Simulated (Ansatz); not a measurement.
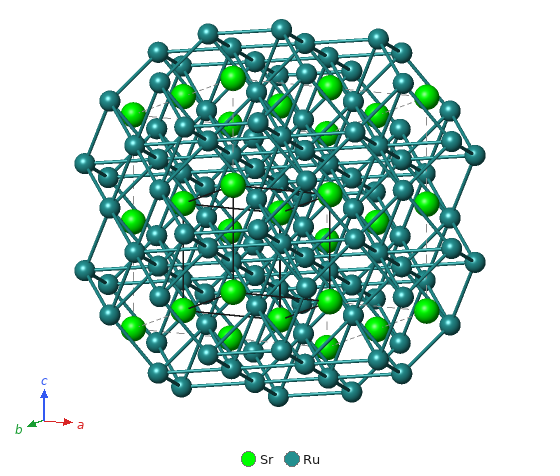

System SrRu₃ (space group Pm-3m, No. 221); source of the atomic positions: the input geometry of an electronic-structure calculation (not necessarily at equilibrium); the starting structure was generated, so it need not be a known form of this composition.

Bonds are taken as Ru–Ru below 3.2 Å; Sr is left out of the net, as the electropositive filling of the structure. Simplification: prune 0- and 1-connected atoms, fold 2-connected ones into links.

**What kind of net remains, and which atoms are its nodes?**

A uninodal 8-connected, three-periodic net: Ru is an 8-connected node.

**Which named net is it?**

It is the reo net, known from the oxygen array of ReO3.

**Is the net interpenetrated?**

It is a single net, without interpenetration.

**How many nodes does the smallest cycle have?**

Three.

**Give the point symbol of each node (shortest cycle at each angle).**

Ru: 3^8.4^8.5^8.6^4.

The simplified net, drawn on the atoms' positions. Nodes are coloured by element. Edges to nodes outside the piece are drawn as stubs.

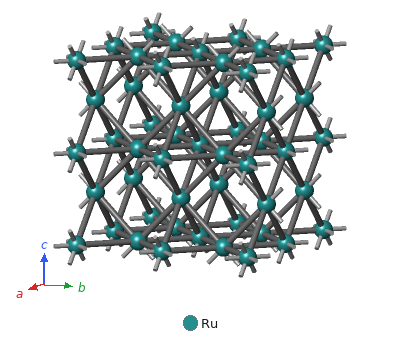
